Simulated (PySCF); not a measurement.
# C2H7BO2Si: geometry, spin-spin couplings

Wanted: the spin-spin couplings of C2H7BO2Si (`B[C@H]1CO[SiH2]O1`), by calculation.

Programs: PySCF 2.14.0, with density-fitted response routines of our own. Each step states its level of theory. These are calculated values for one molecule in the gas phase, unless marked as measured. Atoms count from 0, in the outputs and in this text.

## Step 1: The molecule as given

13 atoms, charge 0, multiplicity 1; geometry from: GFN2-xTB. The atoms were then displaced at random by about 0.01 Å, so the start is not that level's minimum.

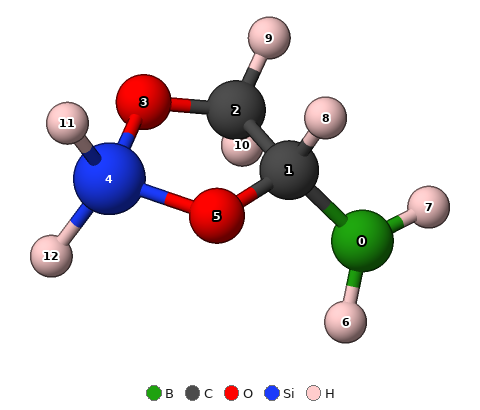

As it starts; boron green, carbon dark grey, oxygen red, silicon blue, hydrogen pink, atoms numbered.

## Step 2: Relaxing the molecule at PBE0-D3(BJ)/def2-SVP

The job: settings as JSON, then the geometry in Å.

```
{"job": {"xc": "PBE0", "basis": "def2-SVP", "d3": "d3bj", "grid": 1, "shake": 0.01, "kind": "geom"}, "charge": 0, "multiplicity": 1}
B      1.970900    -0.112570    -0.451770
C      0.638020    -0.318850     0.381010
C     -0.158120     1.043370     0.417730
O     -1.459560     0.783250     0.265820
Si    -1.774530    -0.742570    -0.308810
O     -0.247040    -1.274660    -0.157640
H      2.063000    -0.543240    -1.523390
H      2.795150     0.599280    -0.001610
H      0.837770    -0.610080     1.440400
H      0.021660     1.554430     1.387870
H      0.183460     1.700420    -0.378710
H     -2.681890    -1.384240     0.630730
H     -2.183010    -0.711420    -1.711960
```

Command:

```console
OMP_NUM_THREADS=1 python probes_run.py task.json out
```

This one command runs all jobs of the session in turn.

What it wrote:

```text
step   0  E = -544.53396529  max force = 0.051436
step   1  E = -544.54360446  max force = 0.010042
step   2  E = -544.54409040  max force = 0.004773
step   3  E = -544.54426784  max force = 0.001605
step   4  E = -544.54438125  max force = 0.002320
step   5  E = -544.54458994  max force = 0.005939
step   6  E = -544.54475300  max force = 0.006543
step   7  E = -544.54490973  max force = 0.003576
step   8  E = -544.54502734  max force = 0.001708
step   9  E = -544.54508798  max force = 0.002150
step  10  E = -544.54520595  max force = 0.003568
step  11  E = -544.54530636  max force = 0.003023
step  12  E = -544.54536660  max force = 0.001190
step  13  E = -544.54537918  max force = 0.000327
optimisation converged
```

Wall time 86 s (1 thread of Arm Neoverse V1, shared host); peak memory 0.49 GiB.

Relaxation path:

| step | energy from step 0 (eV) | largest force component (eV/Å) |
| --- | --- | --- |
| 0 | 0.0000 | 2.6449 |
| 1 | -0.2623 | 0.5164 |
| 2 | -0.2755 | 0.2454 |
| 3 | -0.2803 | 0.0825 |
| 4 | -0.2834 | 0.1193 |
| 5 | -0.2891 | 0.3054 |
| 6 | -0.2935 | 0.3365 |
| 7 | -0.2978 | 0.1839 |
| 8 | -0.3010 | 0.0878 |
| 9 | -0.3027 | 0.1106 |
| 10 | -0.3059 | 0.1835 |
| 11 | -0.3086 | 0.1554 |
| 12 | -0.3102 | 0.0612 |
| 13 | -0.3106 | 0.0168 |

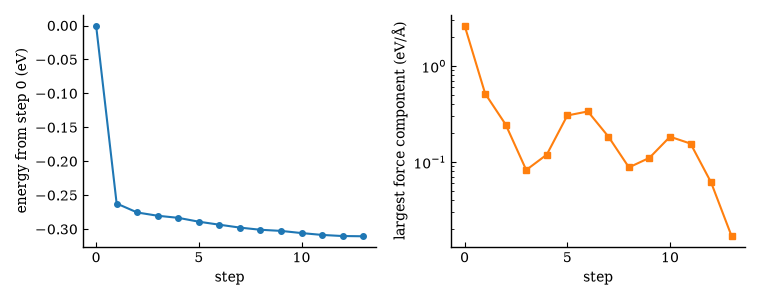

Energy and largest force along the relaxation.

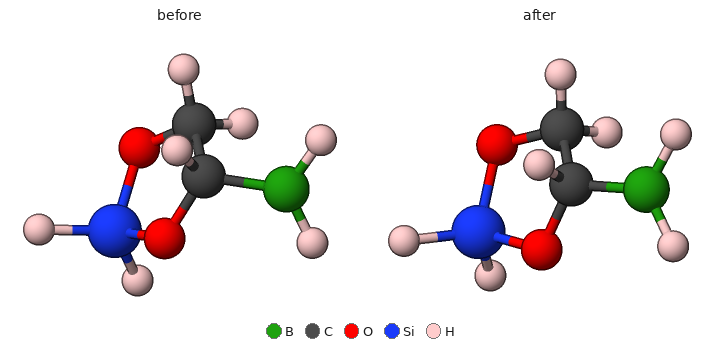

The geometry before (left) and after (right).

Distances of close pairs at the start and the end, largest changes first:

| bond | before (Å) | after (Å) | change (Å) |
| --- | --- | --- | --- |
| C2–O3 | 1.336 | 1.413 | +0.077 |
| Si4–O5 | 1.625 | 1.676 | +0.051 |
| B0–H6 | 1.159 | 1.205 | +0.047 |
| C1–C2 | 1.578 | 1.542 | -0.036 |
| Si4–H11 | 1.455 | 1.488 | +0.033 |
| B0–C1 | 1.585 | 1.554 | -0.032 |
| B0–H7 | 1.178 | 1.210 | +0.031 |
| Si4–H12 | 1.462 | 1.488 | +0.026 |

The next job starts from the end point, and lists it.

| at the end point | value |
| --- | --- |
| point group (found at 0.08 Å tolerance) | C1 |
| rotational constants (GHz, main isotopes) | 5.890, 2.551, 1.894 |
| dipole moment (D) | 0.77 |

## Step 3: J couplings: B3LYP/cc-pVTZ

The job: settings as JSON, then the geometry in Å.

```
{"job": {"kind": "j", "xc": "B3LYP", "basis": "cc-pVTZ"}, "charge": 0, "multiplicity": 1}
B      2.076730    -0.226964    -0.230656
C      0.585990    -0.260402     0.205472
C     -0.137489     1.095141     0.339125
O     -1.522664     0.829372     0.423770
Si    -1.856823    -0.623004    -0.346582
O     -0.267133    -1.111397    -0.552992
H      2.520367    -1.012138    -1.030217
H      2.805158     0.570546     0.314599
H      0.688094    -0.679062     1.242015
H      0.196564     1.635688     1.237773
H      0.066298     1.737661    -0.538425
H     -2.661665    -1.497764     0.548354
H     -2.521993    -0.475715    -1.669014
```

Level: B3LYP/cc-pVTZ indirect spin-spin coupling, non-relativistic, gas phase.

What it wrote:

```text
coarse grid: 11400 points
cycle   1  E = -545.2107942315  dE =  6.944e-01  |g| = 9.948e-01  |ddm| = 7.273e+00
cycle   2  E = -544.8352863607  dE =  3.755e-01  |g| = 1.736e+00  |ddm| = 3.309e+00
cycle   3  E = -545.3789979702  dE = -5.437e-01  |g| = 9.581e-02  |ddm| = 2.250e+00
cycle   4  E = -545.3806159378  dE = -1.618e-03  |g| = 3.671e-02  |ddm| = 1.869e-01
cycle   5  E = -545.3809050534  dE = -2.891e-04  |g| = 1.363e-02  |ddm| = 7.447e-02
cycle   6  E = -545.3809362828  dE = -3.123e-05  |g| = 4.250e-03  |ddm| = 1.876e-02
cycle   7  E = -545.3809396001  dE = -3.317e-06  |g| = 9.355e-04  |ddm| = 6.400e-03
final grid: 105576 points
cycle   8  E = -545.3764929463  dE = -4.998e-05  |g| = 5.620e-03  |ddm| = 7.472e-02
cycle   9  E = -545.3764858777  dE =  7.069e-06  |g| = 8.253e-03  |ddm| = 1.953e-02
cycle  10  E = -545.3764995020  dE = -1.362e-05  |g| = 8.249e-04  |ddm| = 1.077e-02
cycle  11  E = -545.3764996059  dE = -1.039e-07  |g| = 3.443e-04  |ddm| = 1.568e-03
cycle  12  E = -545.3764996288  dE = -2.293e-08  |g| = 5.635e-05  |ddm| = 4.910e-04
cycle  13  E = -545.3764996292  dE = -4.444e-10  |g| = 3.476e-05  |ddm| = 1.119e-04
cycle  14  E = -545.3764996294  dE = -2.090e-10  |g| = 4.486e-06  |ddm| = 4.274e-05
converged SCF energy = -545.3764996294

Indirect spin-spin couplings (Hz)
  i      j    bonds     total        FC       PSO       DSO        SD
  0 B    1 C    1     55.590    57.716    -2.610     0.242     0.242
  0 B    2 C    2      3.308     3.329     0.037     0.021    -0.078
  0 B    3 O    3     -0.957    -0.880    -0.149     0.052     0.020
  0 B    4 Si   3     -5.726    -5.624    -0.158     0.081    -0.025
  0 B    5 O    2     -6.912    -7.262     0.308    -0.005     0.048
  0 B    6 H    1    141.571   142.108    -1.626     0.420     0.669
  0 B    7 H    1    129.705   130.313    -1.606     0.421     0.578
  0 B    8 H    2     -5.056    -5.376    -0.013    -0.002     0.336
  0 B    9 H    3     -0.079     0.108    -0.042    -0.103    -0.042
  0 B   10 H    3      2.756     2.632    -0.005     0.099     0.030
  0 B   12 H    4     -0.257    -0.148     0.214    -0.326     0.002
  1 C    2 C    1     24.501    24.849    -0.644     0.296         -
  1 C    3 O    2     -0.106    -0.458     0.372    -0.020         -
  1 C    4 Si   2      0.854     0.348     0.473     0.006     0.028
  1 C    5 O    1     25.511    26.469    -0.795    -0.163         -
  1 C    6 H    2     -1.137    -0.738    -0.384    -0.015         -
  1 C    7 H    2      9.364     9.752    -0.425     0.037         -
  1 C    8 H    1    104.897   103.114     0.544     1.239         -
  1 C    9 H    2      1.378     1.406    -0.058     0.030         -
  1 C   10 H    2      0.545     0.646    -0.154     0.053         -
  1 C   11 H    3      0.026     0.208     0.123    -0.305         -
  1 C   12 H    3      1.187     1.397     0.231    -0.440         -
  2 C    3 O    1     24.665    25.129    -0.313    -0.151         -
  2 C    4 Si   2      0.162    -0.244     0.369     0.013     0.024
  2 C    5 O    2      0.720     0.328     0.411    -0.018         -
  2 C    6 H    3      3.603     3.647     0.161    -0.204         -
  2 C    7 H    3      1.711     1.590     0.000     0.120         -
  2 C    8 H    2     -6.864    -6.747    -0.217     0.100         -
  2 C    9 H    1    141.252   140.096     0.138     1.019         -
  2 C   10 H    1    133.436   132.151     0.217     1.068         -
  2 C   11 H    3      0.932     1.146     0.247    -0.461         -
  2 C   12 H    3      0.204     0.379     0.157    -0.331         -
  3 O    4 Si   1    -28.201   -21.863    -7.186     0.062     0.786
  3 O    6 H    4     -0.328    -0.349    -0.135     0.156         -
  3 O    8 H    3     -0.561    -0.486    -0.097     0.023         -
  3 O    9 H    2     -8.630    -8.019    -0.656     0.044         -
  3 O   10 H    2     -4.324    -3.766    -0.601     0.044         -
  3 O   11 H    2    -12.164   -12.433     0.142     0.128         -
  3 O   12 H    2     -5.457    -5.758     0.126     0.175         -
  4 Si   5 O    1    -29.924   -23.359    -7.418     0.063     0.790
  4 Si   6 H    4      0.513     0.591    -0.216     0.187    -0.049
  4 Si   7 H    4     -1.245    -1.272    -0.195     0.221     0.002
  4 Si   8 H    3      0.309     0.006     0.132     0.120     0.052
  4 Si   9 H    3     -9.567    -9.643    -0.291     0.389    -0.022
  4 Si  10 H    3      0.420     0.143     0.058     0.167     0.052
  4 Si  11 H    1   -200.110  -200.975     1.349    -0.373    -0.112
  4 Si  12 H    1   -201.547  -202.406     1.344    -0.373    -0.113
  5 O    6 H    3     -3.421    -3.351     0.016    -0.085         -
  5 O    7 H    3     -8.774    -8.924    -0.000     0.150         -
  5 O    8 H    2     -3.654    -2.901    -0.759     0.006         -
  5 O    9 H    3     -1.482    -1.651    -0.085     0.253         -
  5 O   10 H    3     -0.234    -0.144    -0.144     0.054         -
  5 O   11 H    2     -5.067    -5.374     0.133     0.174         -
  5 O   12 H    2    -11.872   -12.145     0.148     0.125         -
  6 H    7 H    2      2.881     3.435     1.318    -1.872         -
  6 H    8 H    3     -1.577    -1.419     0.904    -1.063         -
  6 H    9 H    4     -0.465    -0.220     0.938    -1.183         -
  6 H   10 H    4     -0.327    -0.270     0.410    -0.467         -
  6 H   11 H    5     -0.259     0.045     0.641    -0.944         -
  7 H    8 H    3     -1.171    -1.266     0.248    -0.154         -
  7 H    9 H    4      0.352     0.198    -0.475     0.630         -
  8 H    9 H    3      6.902     6.632    -0.373     0.643         -
  8 H   10 H    3     10.935    11.337     1.996    -2.398         -
  8 H   12 H    4     -0.792     0.068     1.268    -2.128         -
  9 H   10 H    2     -8.601    -8.593     1.801    -1.808         -
  9 H   11 H    4     -0.666    -0.245     0.978    -1.398         -
  9 H   12 H    4     -0.419     0.171     1.345    -1.935         -
 10 H   11 H    4     -0.544     0.289     1.323    -2.156         -
 10 H   12 H    4     -0.298    -0.141     0.133    -0.290         -
 11 H   12 H    2     38.622    39.884     0.619    -1.882         -
```

Wall time 63 s (1 thread of Arm Neoverse V1, shared host); peak memory 1 GiB.

This basis has no tight s functions, so the Fermi-contact terms are rough.

A choice of the couplings up to four bonds, sorted by the number of bonds, with means over like pairs; isotopes 11B, 13C, 1H, 17O, 29Si:

```
   pair  bonds  J (Hz)  Fermi contact (Hz)  dihedral (°)
Si4–H12      1  -201.5              -202.4             –
Si4–H11      1  -200.1              -201.0             –
  C2–H9      1   141.3               140.1             –
  B0–H6      1   135.6               136.2             –
 C2–H10      1   133.4               132.2             –
  C1–H8      1   104.9               103.1             –
  B0–C1      1    55.6                57.7             –
 Si4–O5      1   -29.9               -23.4             –
 O3–Si4      1   -28.2               -21.9             –
H11–H12      2    38.6                39.9             –
 O3–H11      2   -12.2               -12.4             –
 O5–H12      2   -11.9               -12.1             –
  O3–H9      2    -8.6                -8.0             –
 H9–H10      2    -8.6                -8.6             –
  B0–O5      2    -6.9                -7.3             –
  C2–H8      2    -6.9                -6.7             –
 O3–H12      2    -5.5                -5.8             –
 O5–H11      2    -5.1                -5.4             –
 H8–H10      3    10.9                11.3           158
 Si4–H9      3    -9.6                -9.6          -147
  H8–H9      3     6.9                 6.6            38
  O5–H6      3    -6.1                -6.1             –
 B0–Si4      3    -5.7                -5.6          -159
 B0–H10      3     2.8                 2.6            46
  C2–H6      3     2.7                 2.6             –
  O5–H9      3    -1.5                -1.7           155
  H6–H8      3    -1.4                -1.3             –
```

Means hide unlike values in this fixed geometry: O5–H6 from -8.8 to -3.4 Hz. They hold only if the pairs exchange fast.

The spin-dipole term was solved for some atoms only; pairs without it lack that part.

The response was solved for the nuclei of B, C, H, Si alone, so couplings that need other nuclei can be missing.

Quadrupole couplings from the field gradients of the same density:

```csv
atom,isotope,eQq/h (MHz),η
O3,17O,-9.785,0.51
O5,17O,-9.709,0.47
B0,11B,6.109,0.03
```

## Step 4: Spin-spin couplings: B3LYP/6-31G*

The job, as its differences from that of step 3:

```diff
@@ -1,2 +1,2 @@
-{"job": {"kind": "j", "xc": "B3LYP", "basis": "cc-pVTZ"}, "charge": 0, "multiplicity": 1}
+{"job": {"kind": "j", "xc": "B3LYP", "basis": "6-31G*"}, "charge": 0, "multiplicity": 1}
 B      2.076730    -0.226964    -0.230656
```

Method: B3LYP/6-31G* indirect spin-spin coupling, non-relativistic, gas phase.

What it wrote:

```text
coarse grid: 11400 points
cycle   1  E = -545.1312696114  dE =  7.098e-01  |g| = 9.238e-01  |ddm| = 3.288e+00
cycle   2  E = -544.8317428438  dE =  2.995e-01  |g| = 1.547e+00  |ddm| = 2.144e+00
cycle   3  E = -545.2931939163  dE = -4.615e-01  |g| = 6.947e-02  |ddm| = 1.467e+00
cycle   4  E = -545.2940832296  dE = -8.893e-04  |g| = 3.104e-02  |ddm| = 8.973e-02
cycle   5  E = -545.2943149481  dE = -2.317e-04  |g| = 1.032e-02  |ddm| = 3.840e-02
cycle   6  E = -545.2943357638  dE = -2.082e-05  |g| = 2.925e-03  |ddm| = 9.796e-03
cycle   7  E = -545.2943374811  dE = -1.717e-06  |g| = 7.444e-04  |ddm| = 3.050e-03
final grid: 105576 points
cycle   8  E = -545.2362006774  dE = -1.254e-05  |g| = 4.942e-03  |ddm| = 1.669e-02
cycle   9  E = -545.2361958276  dE =  4.850e-06  |g| = 6.927e-03  |ddm| = 1.013e-02
cycle  10  E = -545.2362064857  dE = -1.066e-05  |g| = 6.858e-04  |ddm| = 5.636e-03
cycle  11  E = -545.2362065792  dE = -9.350e-08  |g| = 1.750e-04  |ddm| = 7.614e-04
cycle  12  E = -545.2362065853  dE = -6.106e-09  |g| = 3.623e-05  |ddm| = 1.753e-04
cycle  13  E = -545.2362065855  dE = -2.186e-10  |g| = 2.191e-05  |ddm| = 5.304e-05
converged SCF energy = -545.2362065855

Indirect spin-spin couplings (Hz)
  i      j    bonds     total        FC       PSO       DSO        SD
  0 B    1 C    1     67.847    69.537    -2.156     0.239     0.227
  0 B    2 C    2      3.759     3.743     0.065     0.020    -0.068
  0 B    3 O    3     -1.128    -1.083    -0.114     0.051     0.018
  0 B    4 Si   3     -4.924    -4.867    -0.114     0.081    -0.023
  0 B    5 O    2     -4.885    -5.197     0.273    -0.006     0.046
  0 B    6 H    1    153.686   154.499    -1.824     0.494     0.518
  0 B    7 H    1    143.226   144.113    -1.811     0.491     0.433
  0 B    8 H    2     -0.155    -0.433     0.006     0.011     0.262
  0 B    9 H    3     -0.145     0.051    -0.062    -0.100    -0.034
  0 B   10 H    3      2.256     2.109     0.017     0.103     0.027
  0 B   12 H    4     -0.321    -0.155     0.156    -0.325     0.002
  1 C    2 C    1     44.882    45.117    -0.531     0.297         -
  1 C    3 O    2     -0.568    -0.872     0.326    -0.023         -
  1 C    4 Si   2      0.936     0.442     0.463     0.005     0.026
  1 C    5 O    1     14.062    15.023    -0.790    -0.171         -
  1 C    6 H    2     -0.360     0.017    -0.368    -0.009         -
  1 C    7 H    2     10.258    10.583    -0.366     0.041         -
  1 C    8 H    1    137.144   135.577     0.274     1.293         -
  1 C    9 H    2      1.416     1.412    -0.034     0.038         -
  1 C   10 H    2      0.963     1.012    -0.112     0.063         -
  1 C   11 H    3     -0.018     0.224     0.056    -0.299         -
  1 C   12 H    3      1.243     1.526     0.150    -0.433         -
  2 C    3 O    1     12.513    13.020    -0.349    -0.158         -
  2 C    4 Si   2      0.515     0.113     0.366     0.012     0.023
  2 C    5 O    2     -0.079    -0.415     0.357    -0.021         -
  2 C    6 H    3      3.087     3.154     0.135    -0.201         -
  2 C    7 H    3      1.608     1.451     0.036     0.122         -
  2 C    8 H    2     -6.364    -6.340    -0.133     0.109         -
  2 C    9 H    1    163.692   162.725    -0.112     1.079         -
  2 C   10 H    1    159.994   158.895    -0.023     1.123         -
  2 C   11 H    3      0.944     1.233     0.167    -0.456         -
  2 C   12 H    3      0.177     0.409     0.094    -0.326         -
  3 O    4 Si   1    -19.227   -13.777    -6.119     0.065     0.604
  3 O    6 H    4     -0.427    -0.473    -0.106     0.152         -
  3 O    8 H    3     -0.665    -0.591    -0.089     0.016         -
  3 O    9 H    2     -9.321    -8.824    -0.530     0.033         -
  3 O   10 H    2     -5.423    -4.983    -0.470     0.030         -
  3 O   11 H    2    -11.314   -11.546     0.109     0.122         -
  3 O   12 H    2     -5.735    -6.017     0.114     0.168         -
  4 Si   5 O    1    -20.474   -14.824    -6.324     0.066     0.609
  4 Si   6 H    4      0.576     0.569    -0.129     0.186    -0.050
  4 Si   7 H    4     -1.131    -1.252    -0.101     0.219     0.003
  4 Si   8 H    3      0.669     0.250     0.245     0.118     0.056
  4 Si   9 H    3     -8.290    -8.531    -0.123     0.385    -0.021
  4 Si  10 H    3      0.583     0.177     0.187     0.164     0.054
  4 Si  11 H    1   -219.447  -219.680     1.139    -0.403    -0.502
  4 Si  12 H    1   -220.534  -220.764     1.137    -0.403    -0.504
  5 O    6 H    3     -3.362    -3.317     0.039    -0.085         -
  5 O    7 H    3     -7.731    -7.900     0.023     0.145         -
  5 O    8 H    2     -4.349    -3.709    -0.632    -0.007         -
  5 O    9 H    3     -1.565    -1.765    -0.046     0.245         -
  5 O   10 H    3     -0.151    -0.076    -0.121     0.046         -
  5 O   11 H    2     -5.373    -5.655     0.116     0.167         -
  5 O   12 H    2    -11.001   -11.239     0.119     0.120         -
  6 H    7 H    2      1.204     2.412     0.570    -1.779         -
  6 H    8 H    3     -2.282    -1.782     0.519    -1.019         -
  6 H    9 H    4     -0.774    -0.243     0.630    -1.161         -
  6 H   10 H    4     -0.454    -0.243     0.236    -0.447         -
  6 H   11 H    5     -0.452     0.050     0.432    -0.934         -
  6 H   12 H    5     -0.165     0.159     0.288    -0.612         -
  7 H    8 H    3     -1.683    -1.582     0.009    -0.110         -
  7 H    9 H    4      0.573     0.353    -0.421     0.642         -
  7 H   12 H    5     -0.176     0.321     0.462    -0.959         -
  8 H    9 H    3      6.654     6.437    -0.466     0.683         -
  8 H   10 H    3     11.135    12.074     1.412    -2.351         -
  8 H   12 H    4     -1.035     0.237     0.834    -2.106         -
  9 H   10 H    2    -11.542   -10.798     0.941    -1.684         -
  9 H   11 H    4     -1.084    -0.342     0.637    -1.380         -
  9 H   12 H    4     -0.764     0.242     0.907    -1.913         -
 10 H   11 H    4     -0.783     0.484     0.866    -2.133         -
 10 H   12 H    4     -0.351    -0.067    -0.008    -0.276         -
 11 H   12 H    2     40.930    42.662     0.072    -1.804         -
```

Run time: 13 s. Hardware: 1 thread of Arm Neoverse V1, shared host; peak memory 0.59 GiB.

This basis has no tight s functions, so the Fermi-contact terms are rough.

Key values: J(Si4,H12) -220.5 Hz, J(Si4,H11) -219.4 Hz, J(C2,H9) 163.7 Hz (means over like pairs).

## Step 5: Comparing the runs: spin-spin couplings

Couplings (Hz), each a mean over the pairs like the one named, with basis size and wall time:

| run | Si4–H12 | Si4–H11 | C2–H9 | C2–H10 | B0–H6 | C1–H8 | B0–C1 | functions | time |
| --- | --- | --- | --- | --- | --- | --- | --- | --- | --- |
| B3LYP/cc-pVTZ | -201.5 | -200.1 | 141.3 | 133.4 | 135.6 | 104.9 | 55.6 | 282 | 63 s |
| B3LYP/6-31G* | -220.5 | -219.4 | 163.7 | 160.0 | 148.5 | 137.1 | 67.8 | 102 | 13 s |

## Step 6: Outcome

| quantity | value |
| --- | --- |
| point group | C1 |
| rotational constants (main isotopes) | 5.89, 2.55, 1.89 GHz |
| largest coupling of the table (B3LYP/cc-pVTZ) | ¹J(Si,H) Si4–H12, -201.5 Hz |
| range of J(Si4,H12), mean over like pairs | -220.5 to -201.5 Hz |

In words: The start of the PBE0/def2-SVP relaxation was shaken at random by about 0.01 Å, so part of the energy gained, and of the first lengths quoted, undoes that. Relaxing lowered the energy by 0.311 eV in 13 steps; the close pair that moved most is C2–O3, from 1.336 to 1.413 Å. Of the pairs tabulated at B3LYP/cc-pVTZ, Si4–H12 couples most strongly (-201.5 Hz; Fermi contact -202.4 Hz). Couplings across rotatable bonds belong to this one conformer; where others are populated, the observed values are averages. The coupling Si4–H12, as a mean over pairs of its kind, runs from -220.5 Hz (B3LYP/6-31G*) to -201.5 Hz (B3LYP/cc-pVTZ). Couplings from bases without tight functions are rough.
